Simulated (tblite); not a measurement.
# C5H12GeSi: the cost of one run

Programs: tblite 0.8.0 and PySCF 2.14.0, with density-fitted response routines of our own. Each step states its level of theory. These are calculated values for one molecule in the gas phase, unless marked as measured. Atoms are numbered from 0 throughout.

**1. The starting structure**

19 atoms, charge 0, multiplicity 1; geometry from: force field or distance geometry start.

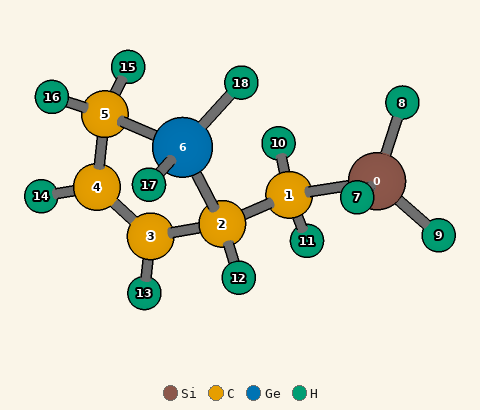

As it starts; silicon brown, carbon amber, germanium blue, hydrogen teal, atoms numbered.

**2. Optimising the geometry with GFN2-xTB**

What the job is given:

```
{"job": {"kind": "relax", "xc": "GFN2-xTB", "basis": "xTB"}, "charge": 0, "multiplicity": 1}
Si     2.673700     0.405700     0.245800
C      1.235400    -0.259700    -0.803100
C      0.124100    -0.754600     0.039000
C     -1.052300    -1.289800    -0.661400
C     -2.091300    -0.585100    -0.832700
C     -2.152200     0.810300    -0.372800
Ge    -0.786800     0.698400     1.022300
H      2.318300     0.371700     1.678000
H      2.934700     1.753800    -0.219600
H      3.874200    -0.428000     0.097700
H      0.955400     0.458500    -1.594600
H      1.675400    -1.135100    -1.336000
H      0.513100    -1.512300     0.763400
H     -1.006000    -2.375500    -1.020400
H     -3.005900    -0.991200    -1.372400
H     -1.838300     1.536800    -1.137500
H     -3.123200     1.080800     0.085500
H     -1.323300     0.242300     2.378700
H      0.065400     1.982200     1.047700
```

Started as:

```bash
$ OMP_NUM_THREADS=1 python probes_run.py task.json out
```

This one command runs all jobs of the session in turn.

**Question.** How long does this first job take on 1 thread of Arm Neoverse N1, shared host, and how much memory does it need?

About 2.5 s, with a peak of 0.18 GiB.
